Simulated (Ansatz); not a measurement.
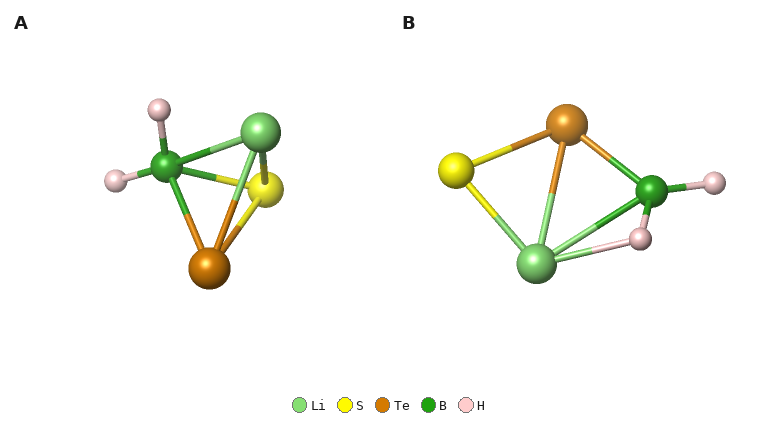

2 stationary structures of one formula. Geometries: PBE-D4/def2-SVP. Electronic energies: PBE-D4/def2-SVP (Ansatz 0.2.0), without zero-point energy. No frequency run is at hand to confirm each as a minimum.

> Rank them by energy, lowest first.

A is lowest (C1); B lies 19.7 kcal/mol above it (C1).
